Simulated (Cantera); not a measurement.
Input: 1 mol Fe2O3, 190 mol H2, 0.18 mol H2O, held at 10.0 mbar.

Method: chemical equilibrium by Gibbs-energy minimisation in Cantera with the NASA 1993 tables (ideal gas, pure condensed phases). Candidate condensed phases: Fe, FeO, Fe(OH)2, Fe(OH)3, Fe2O3, Fe3O4, H2O; 12 gas species. Rates play no part.

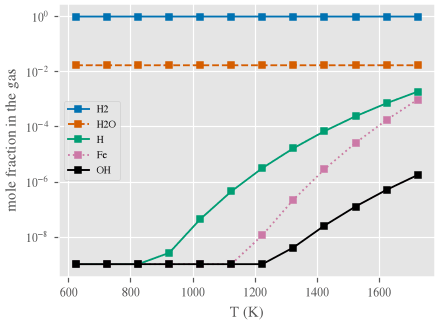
Figure: Equilibrium gas composition (values under 1e-9 drawn at 1e-9)

From 625 K to 1125 K the condensed part is Fe(α). From 1225 K to 1625 K the condensed part is Fe(γ). At 1725 K the condensed part is Fe(δ).
